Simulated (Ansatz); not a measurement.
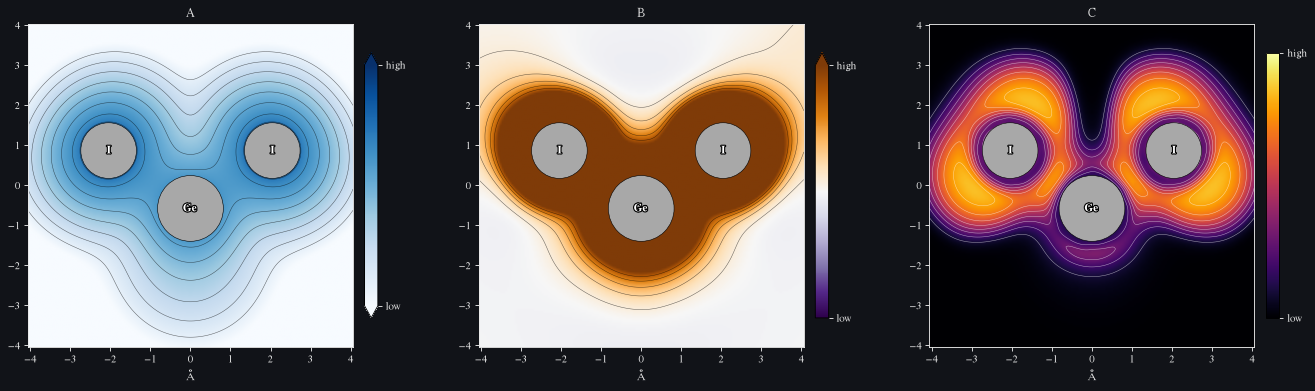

GeI4 (SMILES [I][Ge]([I])([I])[I]): 3 fields on the plane of atoms I1, Ge2 and I3, with unlabelled colour scales. Grey discs cover the atomic cores.

Geometry: PBE0-D4/def2-TZVP; core potentials replace the inner electrons of I.

Level of theory: RKS PBE0-D4/def2-TZVPP in Ansatz.

> The panels show electron density, electron localisation function and electrostatic potential in some order. Assign them.

Panel A: electron density. Panel B: electrostatic potential (strongly positive close to the atoms and fading to about zero outside). Panel C: electron localisation function. From the grid: Ge–I (2.50 Å): the density is about 0.6 e/Å³ at the midpoint; the ELF peaks at about 0.75 in the valence shell of I, 1.3 Å from its nucleus, and is about 0.75 at the midpoint.
